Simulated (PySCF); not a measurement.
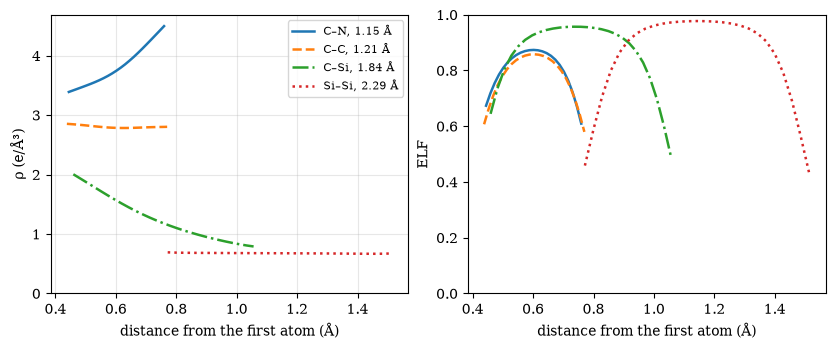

Figure. C₄H₈NSi₃ (doublet). Electron density and ELF along straight lines between neighbouring atoms. The curves leave out the atomic cores.

Geometry: GFN2-xTB.

Level of theory: UKS B3LYP, pcH-1 on C H N Si, non-relativistic, mean-field spin-orbit, GIAO (PySCF 2.14.0, density-fitted response routines).

```json
{"atom": "C", "x (Å)": "3.4002", "y (Å)": "-1.1926", "z (Å)": "1.8174"}
{"atom": "C", "x (Å)": "3.0048", "y (Å)": "-0.5902", "z (Å)": "0.8486"}
{"atom": "Si", "x (Å)": "2.3043", "y (Å)": "0.4310", "z (Å)": "-0.5073"}
{"atom": "Si", "x (Å)": "0.1293", "y (Å)": "-0.0160", "z (Å)": "-1.0497"}
{"atom": "C", "x (Å)": "-0.4048", "y (Å)": "1.5183", "z (Å)": "-1.9815"}
{"atom": "N", "x (Å)": "-0.6941", "y (Å)": "2.4632", "z (Å)": "-2.5623"}
{"atom": "C", "x (Å)": "-0.8813", "y (Å)": "-0.1060", "z (Å)": "0.5648"}
{"atom": "Si", "x (Å)": "-2.7700", "y (Å)": "0.0028", "z (Å)": "0.3696"}
{"atom": "H", "x (Å)": "3.7641", "y (Å)": "-1.7395", "z (Å)": "2.6393"}
{"atom": "H", "x (Å)": "3.3833", "y (Å)": "0.6156", "z (Å)": "-1.4850"}
{"atom": "H", "x (Å)": "-0.3304", "y (Å)": "-1.1069", "z (Å)": "-1.9378"}
{"atom": "H", "x (Å)": "-0.6264", "y (Å)": "-1.0401", "z (Å)": "1.0678"}
{"atom": "H", "x (Å)": "-0.5529", "y (Å)": "0.6905", "z (Å)": "1.2346"}
{"atom": "H", "x (Å)": "-3.2373", "y (Å)": "-1.1316", "z (Å)": "-0.4320"}
{"atom": "H", "x (Å)": "-3.3910", "y (Å)": "-0.0517", "z (Å)": "1.6952"}
{"atom": "H", "x (Å)": "-3.1053", "y (Å)": "1.2622", "z (Å)": "-0.2931"}
```

> What can be read from the curves?

C–N (1.15 Å): ρ at the midpoint is about 3.7 e/Å³; the ELF peaks at about 0.85 between the atoms: a short, multiple covalent bond.
C–C (1.21 Å): ρ is about 2.8 e/Å³ halfway; the ELF peaks at about 0.85 between the atoms; a short, multiple covalent bond.
C–Si (1.84 Å): ρ at the midpoint is about 0.93 e/Å³; the ELF peaks at about 0.95 between the atoms; a covalent bond.
Si–Si (2.29 Å): ρ is about 0.68 e/Å³ halfway; the ELF peaks at about 1 between the atoms, as expected for localised, covalent bonding.
